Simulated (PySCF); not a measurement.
Run report: C3H12N2Si2, NMR shielding calculation

- system: C3H12N2Si2
- method: GIAO PBE/pcSseg-1 NMR shielding, non-relativistic, gas phase (PySCF 2.14.0)

The geometry comes from this level: GFN2-xTB. Figures and captions count atoms from 1; the log counts them from 0 in places.

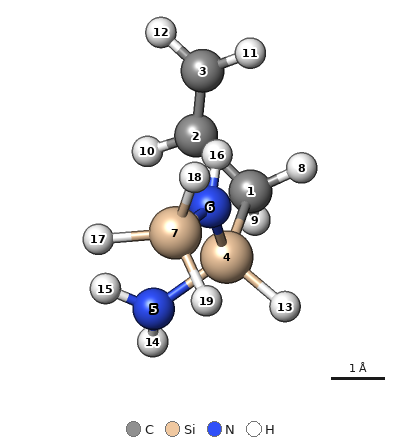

Fig. 1: The structure (ball-and-stick view, seen at an oblique angle; atoms are numbered from 1 in the order of the input). Bond lengths as drawn: C–C 1.32 to 1.48 Å, C–H 1.08 to 1.09 Å, C–Si 1.92 Å, H–N 1.01 Å, H–Si 1.46 to 1.47 Å and N–Si 1.72 to 1.73 Å.

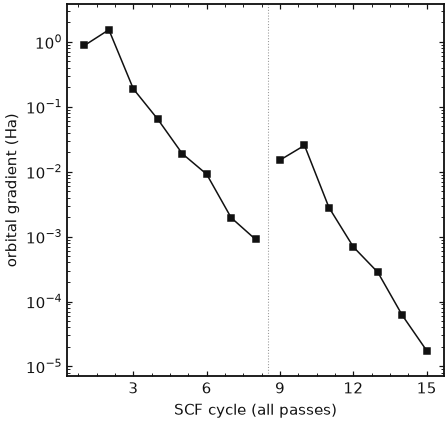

Fig. 2: Convergence of the self-consistent field: orbital gradient against the SCF cycle. The dotted line marks the change from a coarse to the final integration grid. The first 8 cycles use a coarse grid, the final grid takes over at cycle 9, and the field converges after 15 cycles in all.

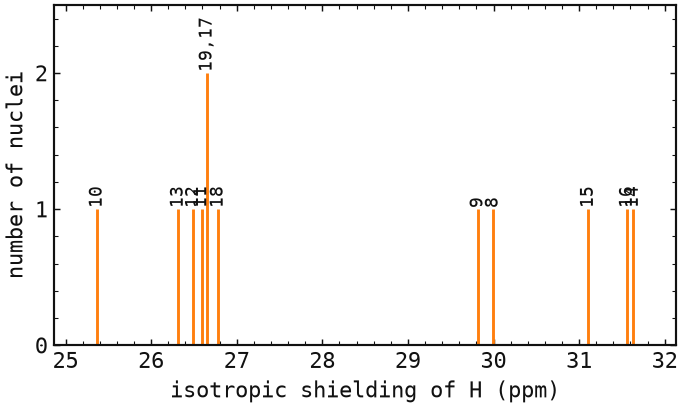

Fig. 3: Isotropic shieldings of the hydrogen nuclei in this fixed geometry, labelled by atom number; shielding grows to the right, so chemical shift grows to the left. The least shielded is H10 (25.4 ppm), the most shielded H14 (31.6 ppm).

These pictures come from the run below.

Input:
```
{"job": {"kind": "nmr", "xc": "PBE", "basis": "pcSseg-1", "pop": false}, "charge": 0, "multiplicity": 1}
C     -1.700160     0.099396    -0.646372
C     -1.924498    -0.678958     0.596623
C     -2.185247    -0.152566     1.781590
Si     0.171011     0.200266    -1.065302
N      0.927871    -1.281189    -1.517505
N      0.947884     0.770155     0.368236
Si     2.635771     0.873714     0.721908
H     -2.105765     1.104196    -0.536819
H     -2.215577    -0.374986    -1.481265
H     -1.817776    -1.752604     0.499547
H     -2.301065     0.911696     1.913765
H     -2.307298    -0.756980     2.664469
H      0.371729     1.101342    -2.204318
H      0.605815    -1.779774    -2.329940
H      1.209338    -1.925899    -0.797560
H      0.325110     0.972725     1.133029
H      3.187654    -0.429140     1.121745
H      2.750133     1.815954     1.838342
H      3.315261     1.350069    -0.479163
```

The first line tells a small driver script what to run in PySCF; the rest is the geometry in Å.

Command:
```bash
OMP_NUM_THREADS=1 python <driver script> task.json out
```

The program's output:
```
coarse grid: 16072 points
cycle   1  E = -809.2030710812  dE =  4.894e-01  |g| = 8.804e-01  |ddm| = 3.943e+00
cycle   2  E = -808.8192961851  dE =  3.838e-01  |g| = 1.536e+00  |ddm| = 2.463e+00
cycle   3  E = -809.3733073955  dE = -5.540e-01  |g| = 1.888e-01  |ddm| = 1.919e+00
cycle   4  E = -809.3814300833  dE = -8.123e-03  |g| = 6.427e-02  |ddm| = 2.370e-01
cycle   5  E = -809.3823596980  dE = -9.296e-04  |g| = 1.898e-02  |ddm| = 7.692e-02
cycle   6  E = -809.3824264608  dE = -6.676e-05  |g| = 9.134e-03  |ddm| = 2.433e-02
cycle   7  E = -809.3824452908  dE = -1.883e-05  |g| = 1.956e-03  |ddm| = 1.000e-02
cycle   8  E = -809.3824460606  dE = -7.699e-07  |g| = 9.039e-04  |ddm| = 2.423e-03
final grid: 143928 points
cycle   9  E = -809.4296973851  dE = -2.369e-05  |g| = 1.512e-02  |ddm| = 3.522e-02
cycle  10  E = -809.4296002379  dE =  9.715e-05  |g| = 2.543e-02  |ddm| = 3.539e-02
cycle  11  E = -809.4297491387  dE = -1.489e-04  |g| = 2.807e-03  |ddm| = 2.387e-02
cycle  12  E = -809.4297509228  dE = -1.784e-06  |g| = 6.919e-04  |ddm| = 3.044e-03
cycle  13  E = -809.4297510229  dE = -1.001e-07  |g| = 2.816e-04  |ddm| = 7.833e-04
cycle  14  E = -809.4297510428  dE = -1.989e-08  |g| = 6.123e-05  |ddm| = 2.584e-04
cycle  15  E = -809.4297510438  dE = -9.579e-10  |g| = 1.745e-05  |ddm| = 7.906e-05
converged SCF energy = -809.4297510438

GIAO shielding tensors (ppm)
atom      isotropic    diamagn.    paramagn.     s11        s22        s33       span
  0 C      147.589     256.520    -108.931    129.614    148.079    165.075     35.461
  1 C       39.950     258.138    -218.188    -76.155     34.878    161.127    237.281
  2 C       66.848     254.835    -187.988    -37.444     86.284    151.703    189.147
  3 Si     360.212     883.007    -522.795    324.471    354.269    401.895     77.424
  4 N      240.035     319.833     -79.798    203.403    245.251    271.450     68.048
  5 N      253.828     327.074     -73.245    233.771    243.465    284.249     50.477
  6 Si     394.504     881.067    -486.564    350.026    374.664    458.821    108.795
  7 H       29.994      33.419      -3.425     27.156     28.574     34.253      7.097
  8 H       29.817      31.553      -1.736     26.985     28.004     34.462      7.477
  9 H       25.368      33.305      -7.937     22.801     25.004     28.300      5.498
 10 H       26.589      32.727      -6.137     22.656     26.416     30.696      8.039
 11 H       26.493      30.369      -3.877     23.337     25.907     30.233      6.896
 12 H       26.315      30.587      -4.272     23.136     24.157     31.653      8.518
 13 H       31.631      31.642      -0.011     25.043     26.707     43.145     18.103
 14 H       31.107      34.283      -3.176     24.998     28.086     40.237     15.239
 15 H       31.562      37.311      -5.749     21.812     30.557     42.316     20.504
 16 H       26.660      29.690      -3.030     22.450     25.144     32.387      9.937
 17 H       26.782      29.008      -2.227     23.154     24.999     32.192      9.038
 18 H       26.644      28.806      -2.162     23.299     24.917     31.715      8.416
```

Key numbers:

```tsv
quantity	value
outcome	converged
total energy	−809.429751 hartree
HOMO	−5.63 eV
LUMO	−0.75 eV
dipole moment	1.50 D
isotropic shielding, C	40.0 to 147.6 ppm
isotropic shielding, Si	360.2 to 394.5 ppm
isotropic shielding, N	240.0 to 253.8 ppm
isotropic shielding, H	25.4 to 31.6 ppm
hardware	1 CPU thread, shared host
wall time	34 s
peak memory	0.72 GiB
```
